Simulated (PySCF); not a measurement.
Run report: C$_{3}$H$_{8}$S$_{3}$Si, geometry relaxation

The run: geometry relaxation of C$_{3}$H$_{8}$S$_{3}$Si. Method and program: PBE0-D3(BJ)/def2-SVP geometry optimisation, gas phase (PySCF 2.14.0).

It belongs to a series of runs on one base structure; here: H on C replaced by SCH3.

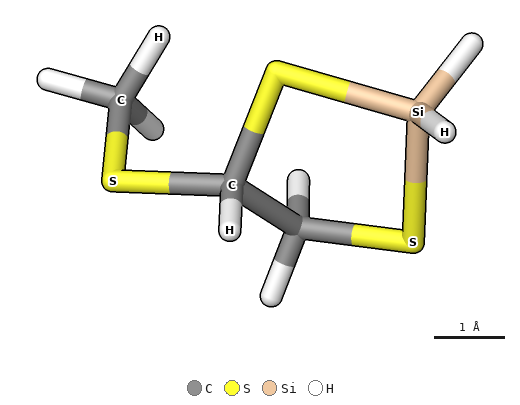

The structure as given in the input (stick view, seen at a tilt). Bond lengths as drawn: C–C 1.53 Å, C–H 1.06 to 1.12 Å, C–S 1.79 to 1.85 Å, H–Si 1.44 Å and S–Si 2.13 to 2.16 Å.

Input
```
{"job": {"xc": "PBE0", "basis": "def2-SVP", "d3": "d3bj", "grid": 1, "shake": 0.01, "kind": "geom"}, "charge": 0, "multiplicity": 1}
C     -2.461690    -0.433630    -0.560050
S     -1.711720    -0.529420     1.069290
C     -0.012790    -0.064930     0.692110
C      0.720560    -1.068270    -0.195790
S      2.451930    -0.672360    -0.412030
Si     2.169850     1.455090    -0.613740
S      0.128070     1.623610    -0.038680
H     -2.199980     0.553030    -1.010680
H     -3.553970    -0.449920    -0.373760
H     -2.173030    -1.240340    -1.181350
H      0.481250    -0.021990     1.687480
H      0.651250    -2.061420     0.264060
H      0.200930    -1.088480    -1.190440
H      2.259880     1.871710    -1.989050
H      3.034100     2.109930     0.339760
```

The first line tells a small driver script what to run in PySCF; the rest is the geometry in Å.

Launched with:
```bash
OMP_NUM_THREADS=1 python <driver script> task.json out
```

Log
```
step   0  E = -1602.03082989  max force = 0.033858
step   1  E = -1602.03743506  max force = 0.007480
step   2  E = -1602.03776730  max force = 0.002152
step   3  E = -1602.03781554  max force = 0.000724
step   4  E = -1602.03783035  max force = 0.000479
step   5  E = -1602.03784596  max force = 0.000694
step   6  E = -1602.03785949  max force = 0.000853
step   7  E = -1602.03786803  max force = 0.000541
step   8  E = -1602.03787280  max force = 0.000243
optimisation converged
```

Trajectory as extended XYZ (Å, eV, eV/Å), 9 frames, from step=0 to step=8
```
15
Properties=species:S:1:pos:R:3:forces:R:3 step=0 energy=-43593.47933
C    -2.4617   -0.4336   -0.5601   -0.7276   1.7410   0.8376
S    -1.7117   -0.5294    1.0693    0.1433   0.0768   0.1447
C    -0.0128   -0.0649    0.6921    0.6017  -0.1319   0.4574
C     0.7206   -1.0683   -0.1958   -1.2707   0.1738  -0.5450
S     2.4519   -0.6724   -0.4120    0.7115   0.0571   0.0303
Si    2.1698    1.4551   -0.6137   -0.7293  -1.0883   0.3793
S     0.1281    1.6236   -0.0387   -0.5494   0.1522   0.0908
H    -2.2000    0.5530   -1.0107   -0.1339  -0.5248   0.0433
H    -3.5540   -0.4499   -0.3738    0.2920  -0.0827  -0.1960
H    -2.1730   -1.2403   -1.1813    0.3263  -1.1141  -0.9706
H     0.4813   -0.0220    1.6875   -0.1880  -0.1080  -0.2662
H     0.6512   -2.0614    0.2641    0.0639  -0.1434   0.0013
H     0.2009   -1.0885   -1.1904    0.3606  -0.1623   0.5558
H     2.2599    1.8717   -1.9890    0.3540   0.5745  -0.8676
H     3.0341    2.1099    0.3398    0.7456   0.5802   0.3049
15
Properties=species:S:1:pos:R:3:forces:R:3 step=1 energy=-43593.65906
C    -2.4577   -0.3708   -0.7169    0.1897  -0.3847  -0.2614
S    -1.8199   -0.5141    0.9653    0.0068  -0.0006   0.0558
C    -0.0664   -0.1129    0.7474   -0.1158   0.0513  -0.1127
C     0.6798   -1.1009   -0.1280    0.2607   0.0419   0.1241
S     2.4668   -0.6855   -0.2518   -0.1126  -0.0059   0.0329
Si    2.1708    1.4322   -0.4923    0.0586   0.0358  -0.0365
S     0.1156    1.6143    0.1052    0.0193  -0.0189   0.0442
H    -2.0667    0.5373   -1.1934   -0.0171   0.1260  -0.0039
H    -3.5506   -0.3004   -0.6387   -0.0061   0.0148   0.0274
H    -2.2010   -1.2490   -1.3450   -0.1008   0.2296   0.2135
H     0.3341   -0.1438    1.7716    0.0195   0.0150   0.0160
H     0.6261   -2.1029    0.3240    0.0185   0.0015  -0.0149
H     0.2581   -1.1459   -1.1367   -0.1369   0.0016  -0.1365
H     2.3571    1.9694   -1.8726   -0.0781  -0.0780  -0.0583
H     3.1474    2.1661    0.3609   -0.0059  -0.0294   0.1103
15
Properties=species:S:1:pos:R:3:forces:R:3 step=2 energy=-43593.66810
C    -2.4394   -0.3805   -0.7199    0.0313  -0.0626  -0.0846
S    -1.8183   -0.5112    0.9695    0.0137   0.0167   0.0064
C    -0.0691   -0.1041    0.7484   -0.0500  -0.0004   0.0092
C     0.6739   -1.0907   -0.1314    0.1106   0.0120  -0.0350
S     2.4576   -0.6848   -0.2540   -0.0506  -0.0099   0.0160
Si    2.1670    1.4315   -0.4918    0.0576   0.0524  -0.0272
S     0.1156    1.6235    0.1151    0.0017   0.0052   0.0207
H    -2.0619    0.5387   -1.1932   -0.0258   0.0047   0.0256
H    -3.5334   -0.3214   -0.6432   -0.0104   0.0073  -0.0042
H    -2.1747   -1.2534   -1.3367   -0.0171   0.0350   0.0441
H     0.3356   -0.1364    1.7717    0.0165   0.0012  -0.0037
H     0.6205   -2.0946    0.3157   -0.0122  -0.0045  -0.0091
H     0.2382   -1.1293   -1.1409   -0.0134  -0.0030   0.0259
H     2.3358    1.9513   -1.8819   -0.0319  -0.0357  -0.0087
H     3.1459    2.1548    0.3718   -0.0199  -0.0184   0.0245
15
Properties=species:S:1:pos:R:3:forces:R:3 step=3 energy=-43593.66942
C    -2.4412   -0.3880   -0.7228   -0.0022   0.0372   0.0115
S    -1.8168   -0.5097    0.9674    0.0070   0.0099   0.0070
C    -0.0679   -0.1003    0.7488   -0.0191  -0.0216   0.0071
C     0.6788   -1.0846   -0.1322    0.0276   0.0058  -0.0213
S     2.4599   -0.6803   -0.2481   -0.0097  -0.0083   0.0115
Si    2.1696    1.4350   -0.4914    0.0170   0.0251  -0.0120
S     0.1199    1.6293    0.1227   -0.0105   0.0056   0.0064
H    -2.0784    0.5381   -1.1937   -0.0039  -0.0075   0.0029
H    -3.5360   -0.3399   -0.6440    0.0026  -0.0039   0.0051
H    -2.1694   -1.2572   -1.3364    0.0153  -0.0268  -0.0196
H     0.3382   -0.1353    1.7717   -0.0052  -0.0015  -0.0004
H     0.6224   -2.0902    0.3109   -0.0119  -0.0031  -0.0022
H     0.2408   -1.1201   -1.1407    0.0038  -0.0030   0.0090
H     2.3263    1.9400   -1.8879   -0.0033  -0.0065   0.0027
H     3.1472    2.1564    0.3748   -0.0075  -0.0014  -0.0076
15
Properties=species:S:1:pos:R:3:forces:R:3 step=4 energy=-43593.66982
C    -2.4360   -0.3885   -0.7239   -0.0201   0.0246   0.0242
S    -1.8165   -0.5143    0.9679   -0.0006   0.0049  -0.0060
C    -0.0688   -0.1026    0.7520    0.0021  -0.0176   0.0021
C     0.6815   -1.0839   -0.1302   -0.0020   0.0031  -0.0019
S     2.4607   -0.6757   -0.2421    0.0054  -0.0019   0.0087
Si    2.1642    1.4382   -0.4945   -0.0067   0.0013  -0.0029
S     0.1159    1.6285    0.1282    0.0004   0.0056   0.0090
H    -2.0799    0.5433   -1.1881    0.0042  -0.0054  -0.0037
H    -3.5313   -0.3492   -0.6473    0.0018  -0.0087  -0.0006
H    -2.1553   -1.2529   -1.3409    0.0102  -0.0159  -0.0169
H     0.3365   -0.1388    1.7751   -0.0006   0.0028  -0.0006
H     0.6244   -2.0905    0.3107   -0.0029  -0.0019  -0.0009
H     0.2442   -1.1189   -1.1388    0.0036   0.0003  -0.0010
H     2.3120    1.9333   -1.8950    0.0037   0.0032   0.0008
H     3.1416    2.1653    0.3660    0.0014   0.0057  -0.0103
15
Properties=species:S:1:pos:R:3:forces:R:3 step=5 energy=-43593.67025
C    -2.4320   -0.3926   -0.7254   -0.0087  -0.0012   0.0180
S    -1.8158   -0.5230    0.9674   -0.0077  -0.0028  -0.0103
C    -0.0692   -0.1061    0.7571    0.0184  -0.0055  -0.0119
C     0.6880   -1.0815   -0.1266   -0.0357  -0.0043   0.0118
S     2.4648   -0.6658   -0.2299    0.0187   0.0097   0.0036
Si    2.1557    1.4450   -0.4990   -0.0276  -0.0249   0.0076
S     0.1110    1.6286    0.1401    0.0096   0.0020   0.0077
H    -2.0886    0.5479   -1.1810    0.0063  -0.0020  -0.0069
H    -3.5279   -0.3710   -0.6512    0.0008  -0.0086  -0.0019
H    -2.1359   -1.2484   -1.3487   -0.0009   0.0059  -0.0023
H     0.3342   -0.1444    1.7809   -0.0008   0.0049  -0.0001
H     0.6304   -2.0900    0.3103    0.0088   0.0019  -0.0007
H     0.2539   -1.1150   -1.1366    0.0034   0.0045  -0.0038
H     2.2895    1.9253   -1.9058    0.0067   0.0098  -0.0027
H     3.1352    2.1843    0.3477    0.0088   0.0107  -0.0080
15
Properties=species:S:1:pos:R:3:forces:R:3 step=6 energy=-43593.67061
C    -2.4273   -0.3997   -0.7267    0.0041  -0.0186   0.0042
S    -1.8144   -0.5358    0.9666   -0.0099  -0.0084  -0.0092
C    -0.0692   -0.1105    0.7632    0.0222   0.0098  -0.0153
C     0.6961   -1.0781   -0.1219   -0.0439  -0.0096   0.0161
S     2.4704   -0.6517   -0.2159    0.0216   0.0164  -0.0024
Si    2.1435    1.4540   -0.5045   -0.0261  -0.0312   0.0111
S     0.1041    1.6289    0.1553    0.0121  -0.0015   0.0041
H    -2.0985    0.5504   -1.1730    0.0030   0.0020  -0.0043
H    -3.5236   -0.3996   -0.6556   -0.0005  -0.0036  -0.0024
H    -2.1137   -1.2443   -1.3575   -0.0083   0.0147   0.0090
H     0.3316   -0.1505    1.7878   -0.0007   0.0035   0.0021
H     0.6409   -2.0889    0.3101    0.0137   0.0031   0.0009
H     0.2660   -1.1097   -1.1336    0.0011   0.0053  -0.0073
H     2.2607    1.9191   -1.9180    0.0038   0.0089  -0.0036
H     3.1268    2.2098    0.3227    0.0077   0.0091  -0.0029
15
Properties=species:S:1:pos:R:3:forces:R:3 step=7 energy=-43593.67085
C    -2.4237   -0.4078   -0.7271    0.0086  -0.0167  -0.0051
S    -1.8125   -0.5475    0.9661   -0.0055  -0.0085  -0.0036
C    -0.0687   -0.1134    0.7675    0.0146   0.0154  -0.0081
C     0.7026   -1.0750   -0.1184   -0.0278  -0.0088   0.0084
S     2.4754   -0.6388   -0.2075    0.0126   0.0123  -0.0051
Si    2.1328    1.4621   -0.5087   -0.0099  -0.0171   0.0062
S     0.0980    1.6292    0.1667    0.0062  -0.0032   0.0009
H    -2.1052    0.5486   -1.1676   -0.0005   0.0024  -0.0003
H    -3.5200   -0.4221   -0.6581   -0.0013   0.0011  -0.0011
H    -2.0992   -1.2442   -1.3631   -0.0072   0.0091   0.0092
H     0.3302   -0.1540    1.7929   -0.0018   0.0000   0.0011
H     0.6524   -2.0873    0.3106    0.0099   0.0032   0.0015
H     0.2752   -1.1058   -1.1313    0.0006   0.0027  -0.0033
H     2.2373    1.9183   -1.9263   -0.0005   0.0040  -0.0020
H     3.1189    2.2310    0.3034    0.0020   0.0040   0.0013
15
Properties=species:S:1:pos:R:3:forces:R:3 step=8 energy=-43593.67098
C    -2.4213   -0.4158   -0.7268    0.0047  -0.0061  -0.0069
S    -1.8101   -0.5574    0.9660    0.0000  -0.0053   0.0014
C    -0.0676   -0.1149    0.7698    0.0034   0.0125   0.0002
C     0.7076   -1.0727   -0.1164   -0.0032  -0.0028  -0.0008
S     2.4792   -0.6279   -0.2053    0.0005   0.0031  -0.0044
Si    2.1244    1.4693   -0.5114    0.0051   0.0015  -0.0008
S     0.0925    1.6294    0.1727   -0.0015  -0.0034  -0.0008
H    -2.1077    0.5435   -1.1647   -0.0016   0.0005   0.0022
H    -3.5176   -0.4364   -0.6585   -0.0007   0.0029   0.0004
H    -2.0925   -1.2482   -1.3652   -0.0020  -0.0003   0.0037
H     0.3302   -0.1550    1.7956   -0.0018  -0.0025   0.0005
H     0.6633   -2.0854    0.3118    0.0030   0.0016   0.0015
H     0.2810   -1.1042   -1.1297   -0.0001  -0.0009   0.0005
H     2.2209    1.9224   -1.9310   -0.0030  -0.0003   0.0003
H     3.1111    2.2467    0.2923   -0.0029  -0.0005   0.0030
```

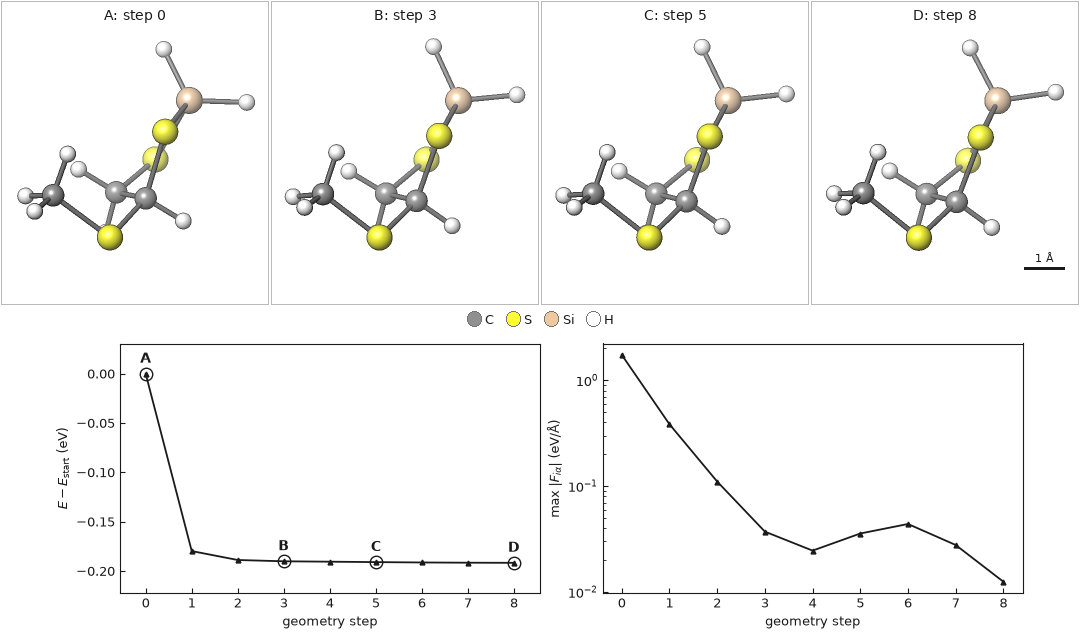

Frames of the relaxation (ball-and-stick view, seen at a tilt) above the curves, on which the letters mark them (steps are counted from 0).

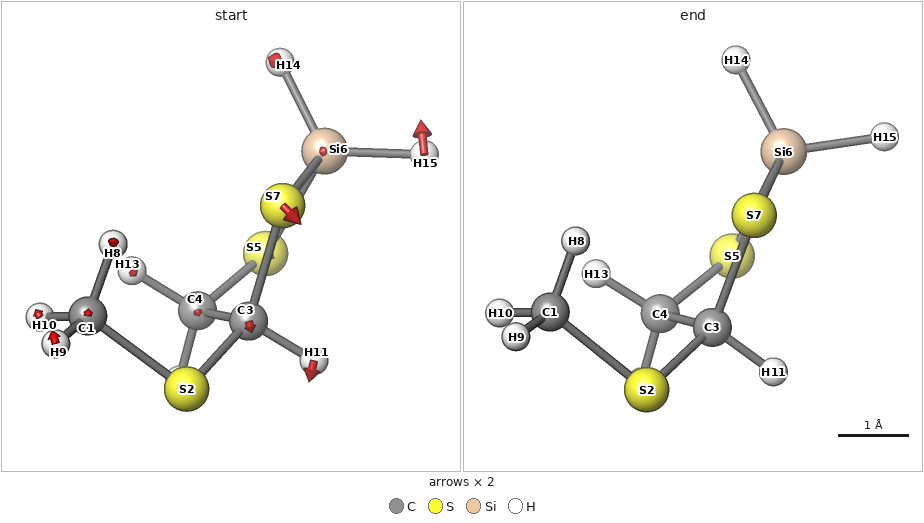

Before (left) and after (right) the relaxation, at one scale (ball-and-stick view, seen at a tilt). The red arrows give the displacements, magnified 2 times. Over 8 geometry steps the energy falls by 0.192 eV. Largest force component: 1.7 eV/Å at the start, 0.013 eV/Å at the end. H15 moves most after the best rigid fit: 0.27 Å. By element the largest moves are H 0.27 Å, S 0.20 Å, C 0.09 Å, Si 0.05 Å. Among the contacts that change: Si6–H14 1.440 → 1.493 Å, C1–H10 1.058 → 1.099 Å, C4–S5 1.789 → 1.829 Å, Si6–S7 2.128 → 2.150 Å. Among the angles that change: H14–Si6–H15 117.5° → 108.1°, S7–Si6–H15 111.1° → 114.5°, S5–Si6–H14 111.5° → 114.9°. (Atoms are counted from 1 in the order of the input.)

Key numbers

| quantity | value |
| --- | --- |
| outcome | converged |
| total energy | −1602.037873 hartree |
| dipole moment | 1.42 D |
| point group | C1 |
| hardware | 1 CPU thread, shared host |
| wall time | 3.5 min |
| peak memory | 0.63 GiB |
